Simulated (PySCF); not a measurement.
# NMR shielding calculation of C₅H₁₃BClN₃

C₅H₁₃BClN₃, SMILES CC(C)(C)[NH2+][B@-](N)(Cl)C#N, computed with GIAO PBE0/pcSseg-1 NMR shielding, non-relativistic, gas phase (PySCF 2.14.0).

The geometry comes from this level: GFN2-xTB. It belongs to a series of runs on one base structure; here: H on N replaced by tBu. Figures and captions count atoms from 1; the log counts them from 0 in places.

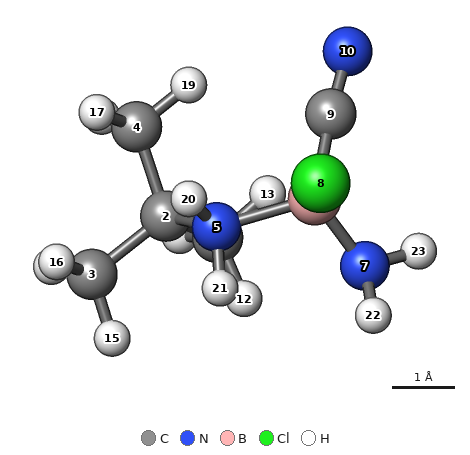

*The structure as given in the input (ball-and-stick view, seen at a tilt; atoms are numbered from 1 in the order of the input).*

Bond lengths as drawn: B–C 1.55 Å, B–Cl 1.93 Å, B–N 1.46 to 1.66 Å, C–C 1.52 to 1.53 Å, C–H 1.09 Å, C–N 1.15 to 1.49 Å and H–N 1.01 to 1.02 Å.

## The input
```
{"job": {"kind": "nmr", "xc": "PBE0", "basis": "pcSseg-1"}, "charge": 0, "multiplicity": 1}
C     -0.558475    -0.930303    -1.159163
C     -0.894664    -0.078631     0.059283
C     -1.949735    -0.775309     0.921536
C     -1.384897     1.303286    -0.360764
N      0.328305     0.086269     0.892567
B      1.834525     0.356937     0.249862
N      2.416620    -0.939613    -0.083151
Cl     2.626037     1.245951     1.775085
C      1.807102     1.370051    -0.919263
N      1.871660     2.118414    -1.787379
H     -1.461297    -1.141425    -1.725259
H     -0.104654    -1.869819    -0.856525
H      0.141417    -0.407382    -1.803658
H     -2.879425    -0.876736     0.368987
H     -1.619300    -1.771959     1.207887
H     -2.155008    -0.202150     1.823747
H     -1.674606     1.893937     0.506356
H     -2.249431     1.209902    -1.011894
H     -0.607017     1.835033    -0.901056
H      0.192090     0.842374     1.564739
H      0.479743    -0.766742     1.429602
H      2.778029    -1.495536     0.676281
H      3.058229    -0.979565    -0.857741
```

The first line tells a small driver script what to run in PySCF; the rest is the geometry in Å.

Machine: 1 CPU thread, shared host.

Run as:
```bash
OMP_NUM_THREADS=1 python <driver script> task.json out
```

## The program's output
```
coarse grid: 19392 points
cycle   1  E = -846.9338308507  dE =  1.028e+00  |g| = 6.468e-01  |ddm| = 4.109e+00
cycle   2  E = -846.8632038817  dE =  7.063e-02  |g| = 8.967e-01  |ddm| = 1.393e+00
cycle   3  E = -847.0250941278  dE = -1.619e-01  |g| = 2.627e-01  |ddm| = 7.394e-01
cycle   4  E = -847.0393947246  dE = -1.430e-02  |g| = 6.355e-02  |ddm| = 1.968e-01
cycle   5  E = -847.0401619753  dE = -7.673e-04  |g| = 2.159e-02  |ddm| = 5.568e-02
cycle   6  E = -847.0402588089  dE = -9.683e-05  |g| = 3.363e-03  |ddm| = 1.971e-02
cycle   7  E = -847.0402609930  dE = -2.184e-06  |g| = 1.202e-03  |ddm| = 3.830e-03
final grid: 181808 points
cycle   8  E = -847.0928870798  dE = -1.254e-04  |g| = 1.184e-02  |ddm| = 6.658e-02
cycle   9  E = -847.0928750273  dE =  1.205e-05  |g| = 1.391e-02  |ddm| = 2.104e-02
cycle  10  E = -847.0929187026  dE = -4.368e-05  |g| = 1.896e-03  |ddm| = 1.190e-02
cycle  11  E = -847.0929192561  dE = -5.535e-07  |g| = 1.005e-03  |ddm| = 1.797e-03
cycle  12  E = -847.0929194561  dE = -1.999e-07  |g| = 2.948e-04  |ddm| = 7.560e-04
cycle  13  E = -847.0929194741  dE = -1.807e-08  |g| = 5.836e-05  |ddm| = 2.636e-04
cycle  14  E = -847.0929194749  dE = -7.431e-10  |g| = 1.434e-05  |ddm| = 5.724e-05
```

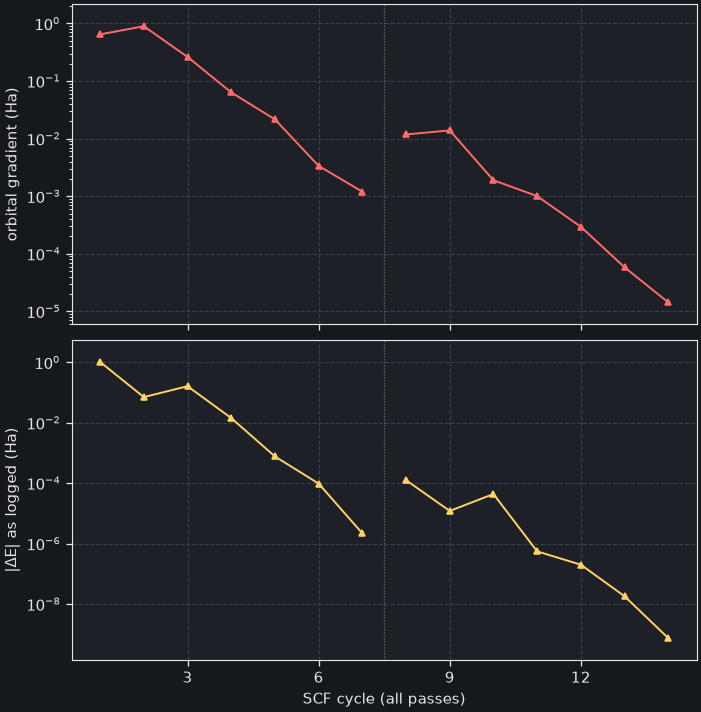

*Convergence of the self-consistent field: orbital gradient and size of the energy change against the SCF cycle. The dotted line marks the change from a coarse to the final integration grid.*

The first 7 cycles use a coarse grid, the final grid takes over at cycle 8, and the field converges after 14 cycles in all.

```
converged SCF energy = -847.0929194749

GIAO shielding tensors (ppm)
atom      isotropic    diamagn.    paramagn.     s11        s22        s33       span
  0 C      158.818     249.484     -90.666    149.385    151.495    175.574     26.189
  1 C      133.071     243.247    -110.177    118.600    121.597    159.016     40.417
  2 C      150.951     248.778     -97.827    129.035    136.768    187.051     58.016
  3 C      158.801     249.900     -91.098    139.747    150.793    185.864     46.118
  4 N      148.404     325.765    -177.362    122.879    135.354    186.978     64.099
  5 B      109.599     181.427     -71.829     89.006    118.308    121.483     32.477
  6 N      215.951     312.395     -96.443    195.312    211.234    241.308     45.996
  7 Cl     820.581    1147.268    -326.687    637.121    806.881   1017.741    380.620
  8 C       53.408     262.505    -209.096    -67.896    -63.828    291.949    359.845
  9 N      -73.436     338.666    -412.102   -254.450   -228.408    262.549    516.999
 10 H       30.682      32.080      -1.398     26.665     28.357     37.024     10.359
 11 H       29.818      32.107      -2.288     25.392     29.155     34.908      9.516
 12 H       29.319      33.114      -3.795     24.680     29.173     34.104      9.424
 13 H       30.347      30.716      -0.368     26.395     27.539     37.107     10.711
 14 H       30.579      31.355      -0.776     26.875     28.410     36.452      9.577
 15 H       30.488      31.317      -0.830     26.988     28.095     36.380      9.392
 16 H       30.822      32.268      -1.446     27.759     27.932     36.776      9.017
 17 H       30.547      31.858      -1.311     26.653     27.869     37.118     10.465
 18 H       28.440      33.290      -4.850     22.440     28.633     34.246     11.806
 19 H       27.992      34.933      -6.941     20.737     28.851     34.388     13.652
 20 H       29.102      35.774      -6.672     24.303     29.688     33.315      9.013
 21 H       31.450      29.496       1.954     25.284     28.554     40.513     15.229
 22 H       30.391      28.726       1.665     24.197     27.010     39.966     15.769
```

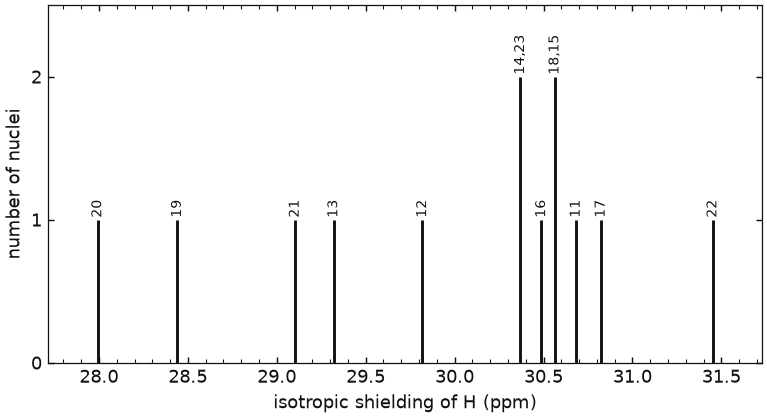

*Isotropic shieldings of the hydrogen nuclei in this fixed geometry, labelled by atom number; shielding grows to the right, so chemical shift grows to the left.*

The least shielded is H20 (28.0 ppm), the most shielded H22 (31.5 ppm).

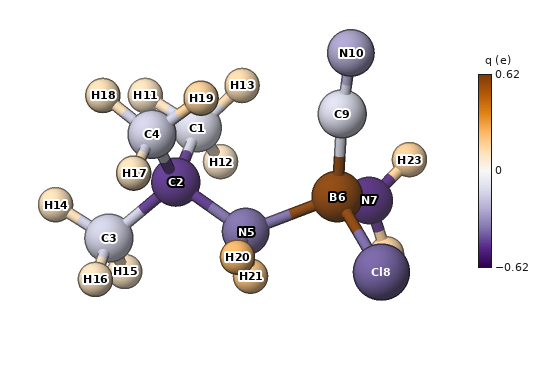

*Mulliken charges, as the colour of each atom (ball-and-stick view, seen at a tilt; atoms are numbered from 1 in the order of the input).*

By element: C −0.48 to −0.12, N −0.52 to −0.26, B +0.59, Cl −0.39 and H +0.11 to +0.24 e.

## Results in brief

| quantity | value |
| --- | --- |
| outcome | converged |
| total energy | −847.092919 hartree |
| HOMO | −7.15 eV |
| LUMO | 0.19 eV |
| dipole moment | 7.24 D |
| isotropic shielding, C | 53.4 to 158.8 ppm |
| isotropic shielding, N | −73.4 to 216.0 ppm |
| isotropic shielding, B | 109.6 ppm |
| isotropic shielding, Cl | 820.6 ppm |
| isotropic shielding, H | 28.0 to 31.5 ppm |
| wall time | 4.3 min (CPU time 2.5 min; the host was busy) |
| peak memory | 1.2 GiB |
